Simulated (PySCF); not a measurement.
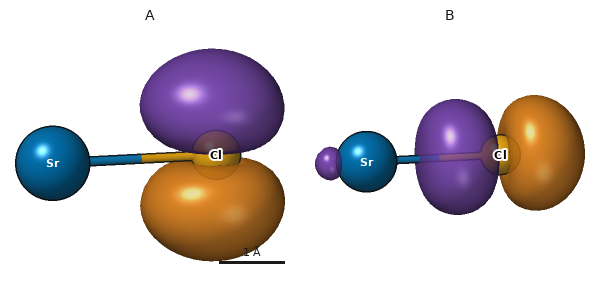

SrCl (doublet). Two frontier β-spin orbitals, each drawn at the value that holds 80 % of its norm (orange and purple are the two phases), in no order; of a degenerate pair one member is drawn.

Core potentials replace the inner electrons of Sr.

Level of theory: PySCF, PBE0/def2-SVP, non-relativistic Hamiltonian with scalar-relativistic core potentials where named, at a bond length of 2.596 Å.

> Name the orbitals and rank them from lowest to highest energy.

Orbital B: σ, occupied in this spin, −8.12 eV; mainly on Cl (85 %).
Orbital A: π, occupied in this spin, −7.65 eV; mainly on Cl (90 %).
